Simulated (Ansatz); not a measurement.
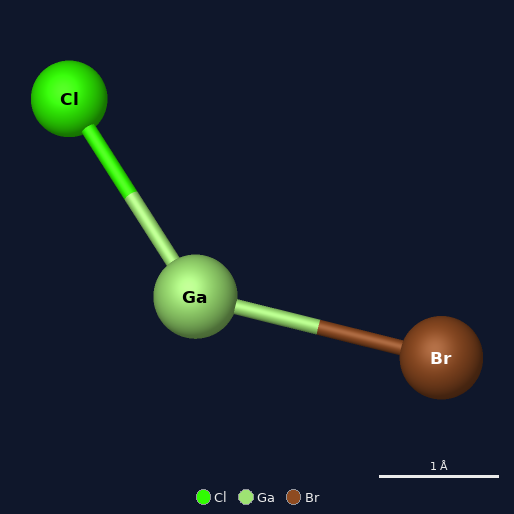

The picture shows the input geometry.

The calculation was set up as follows.

```yaml
crystal:
  periodic: [false, false, false]
  atoms:
    - {symbol: Cl, position_ang: [-0.108961, 1.849418, 0.266905]}
    - {symbol: Ga, position_ang: [-0.352107, -0.154214, -0.267810]}
    - {symbol: Br, position_ang: [0.744066, -1.953310, 0.100694]}
basis:
  gaussian: {orbitals: def2-mTZVPP}
magnetization: {spin_polarized: false, initial_magnetization: 1}
hamiltonian: {xc: {name: BLYP}}
```

It was started with:

```sh
ansatz run in.yaml --threads 2 --pin off --events-out ev --progress --plain --max-ram 32768MiB --backend cpu
```

Output:

```
Functional definition: BLYP
  name "BLYP"
  cite "Becke, Phys. Rev. A 38, 3098 (1988) doi:10.1103/PhysRevA.38.3098"
  cite "Lee, Yang & Parr, Phys. Rev. B 37, 785 (1988) doi:10.1103/PhysRevB.37.785"
  parameter beta = 0.0042
  parameter a = 0.04918
  parameter b = 0.132
  parameter c = 0.2533
  parameter d = 0.349
  exchange = b88_x(beta = beta)
  correlation = lyp_c(a = a, b = b, c = c, d = d)
1003 factors; their error is unknown
mean field evaluation 1: about -134949.9367 eV, gradient 3.6e1 eV
mean field evaluation 2: about -134945.2394 eV, gradient 6.4e1 eV
mean field evaluation 4: about -134951.5790 eV, gradient 2.5e0 eV
mean field evaluation 8: about -134951.5617 eV, gradient 7.3e-2 eV
mean field evaluation 16: about -134949.9037 eV, gradient 3.6e1 eV
mean field -134951.56168180 eV, -4959.3784183521 hartree, gradient 1.4e-5 eV, S^2 0.750000; 0 other end points of the search recorded, 0 dependent functions left out
reference -134951.56197244 eV, -4959.3784290329 hartree; 42, 41 occupied and 57, 58 virtual orbitals, 1003 factors
Total energy: -134951.56197244 eV, -4959.3784290329 hartree
```

Self-consistency was reached.
